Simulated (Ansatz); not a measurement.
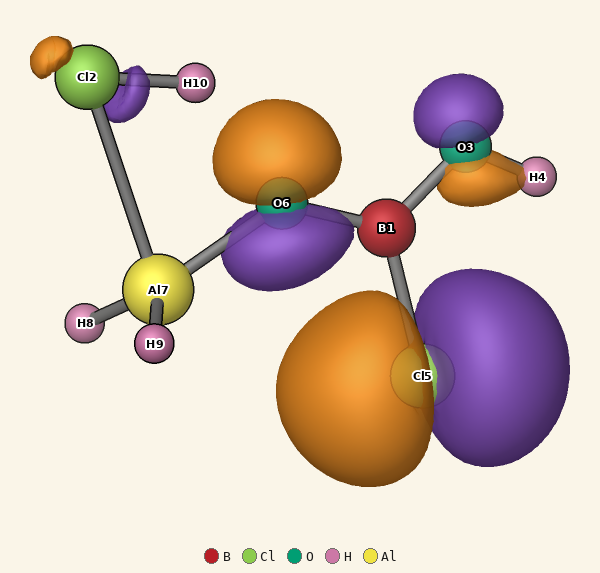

*AlBCl$_{2}$H$_{4}$O$_{2}$. The HOMO−1 at ±0.1 Å⁻³ᐟ² (orange and purple are the two phases), seen at an oblique angle.*

These are results of RKS B3LYP/cc-pVDZ (Ansatz 0.2.0), not measurements.

The calculation's input:

```
crystal:
  periodic: [false, false, false]
  atoms:
    - { symbol: B, position_ang: [-0.14369, 0.374344, -0.349678] }
    - { symbol: Cl, position_ang: [0.183594, -0.132672, 2.663509] }
    - { symbol: O, position_ang: [1.159722, 0.055335, -0.523471] }
    - { symbol: H, position_ang: [1.282328, -0.820436, -0.91616] }
    - { symbol: Cl, position_ang: [-1.4281, -0.812089, -0.819486] }
    - { symbol: O, position_ang: [-0.490193, 1.614697, 0.142066] }
    - { symbol: Al, position_ang: [-1.877449, 2.688889, 0.169236] }
    - { symbol: H, position_ang: [-3.017301, 2.536905, -0.908813] }
    - { symbol: H, position_ang: [-1.793881, 3.782699, 1.302226] }
    - { symbol: H, position_ang: [0.424771, 1.040827, 2.067471] }
basis:
  gaussian: { orbitals: cc-pVDZ }
hamiltonian:
  xc: b3lyp
relax:
  f_tol: 0.03
  max_steps: 50
output:
  orbitals: {}
```

Run with:

```sh
ansatz run input.yaml --threads 4 --pin off --max-ram 5120MiB --backend cpu --events-out ev --progress --plain --runs-dir out
```

The fields are those of the run's last geometry, not of the input's.

What is the character of this orbital?

Answer. Its weight (Hirshfeld) is mainly on Cl5 (about 70 %) and O6 (about 15 %); largely a lone pair of Cl5. Its energy is −8.65 eV.
